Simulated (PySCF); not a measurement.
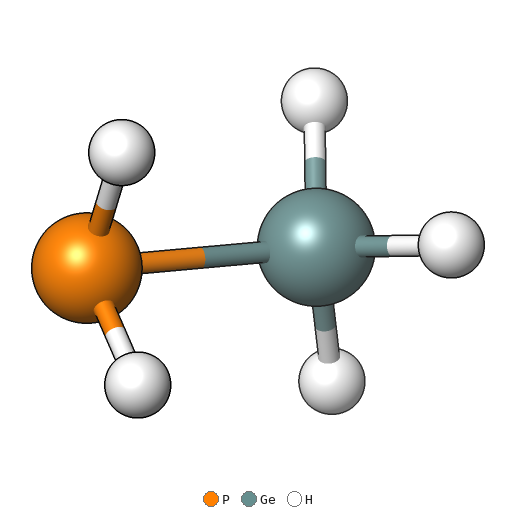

The computed structure is the end point of a PBE0-D3(BJ)/def2-SVP optimisation. No frequency run is at hand to confirm it as a minimum. Program: PySCF 2.14.0.

Tabulate dipole (D), lowest singlet excitation (eV), polarisability (bohr³) at these levels: B3LYP/def2-SVPD; BHandHLYP/def2-SVPD; CAM-B3LYP/def2-SVPD; LC-wPBE/def2-SVPD; PBE0/6-31G*; PBE0/aug-cc-pVDZ; PBE0/aug-cc-pVTZ; PBE0/def2-SVP; PBE0/def2-SVPD; PBE0/def2-TZVP; PBE0/def2-TZVPD; ωB97X-D/def2-SVPD.

```json
{"level": "B3LYP/def2-SVPD", "dipole (D)": "0.60", "lowest singlet excitation (eV)": "6.20", "polarisability (bohr³)": "63.3"}
{"level": "BHandHLYP/def2-SVPD", "dipole (D)": "0.65", "lowest singlet excitation (eV)": "6.65", "polarisability (bohr³)": "61.5"}
{"level": "CAM-B3LYP/def2-SVPD", "dipole (D)": "0.66", "lowest singlet excitation (eV)": "6.52", "polarisability (bohr³)": "62.5"}
{"level": "LC-wPBE/def2-SVPD", "dipole (D)": "0.79", "lowest singlet excitation (eV)": "6.86", "polarisability (bohr³)": "60.9"}
{"level": "PBE0/6-31G*", "dipole (D)": "0.98", "lowest singlet excitation (eV)": "6.82", "polarisability (bohr³)": "50.6"}
{"level": "PBE0/aug-cc-pVDZ", "dipole (D)": "0.72", "lowest singlet excitation (eV)": "6.14", "polarisability (bohr³)": "64.0"}
{"level": "PBE0/aug-cc-pVTZ", "dipole (D)": "0.69", "lowest singlet excitation (eV)": "6.14", "polarisability (bohr³)": "64.3"}
{"level": "PBE0/def2-SVP", "dipole (D)": "0.86", "lowest singlet excitation (eV)": "7.00", "polarisability (bohr³)": "53.2"}
{"level": "PBE0/def2-SVPD", "dipole (D)": "0.69", "lowest singlet excitation (eV)": "6.41", "polarisability (bohr³)": "62.7"}
{"level": "PBE0/def2-TZVP", "dipole (D)": "0.69", "lowest singlet excitation (eV)": "6.62", "polarisability (bohr³)": "60.3"}
{"level": "PBE0/def2-TZVPD", "dipole (D)": "0.67", "lowest singlet excitation (eV)": "6.34", "polarisability (bohr³)": "63.8"}
{"level": "ωB97X-D/def2-SVPD", "dipole (D)": "0.74", "lowest singlet excitation (eV)": "6.69", "polarisability (bohr³)": "62.4"}
```
